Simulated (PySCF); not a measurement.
Al(F)3(SH2), H2AlF3S, singlet at its PBE0/def2-SVP optimised geometry (Å):

```
7

Al    -0.4249    -0.0758     0.0000
F      1.2337    -0.0758     0.0000
F     -1.2337     1.3730     0.0000
F     -1.1837    -1.3730     0.7131
S     -0.8753    -0.7374    -2.3484
H     -0.5630    -2.0407    -2.1615
H     -2.1939    -0.9511    -2.1317
```

Level of theory: PBE0/def2-TZVP in PySCF. Cells within 0.4 Å of a nucleus heavier than hydrogen are left out (blank, or x).

Map of the electrostatic potential (hartree/e), clipped to [-0.08, 0.12] on the plane z = 0.6 Å:

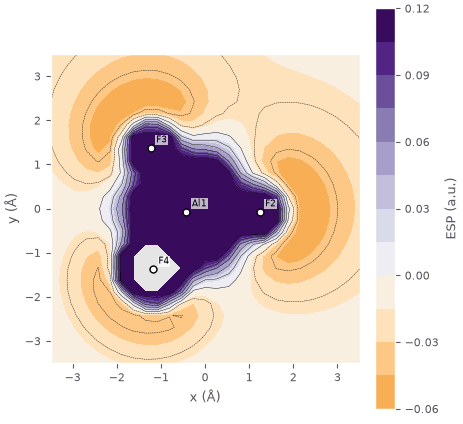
*Electrostatic potential (hartree/e), clipped to [-0.08, 0.12] on the plane z = 0.6 Å.*
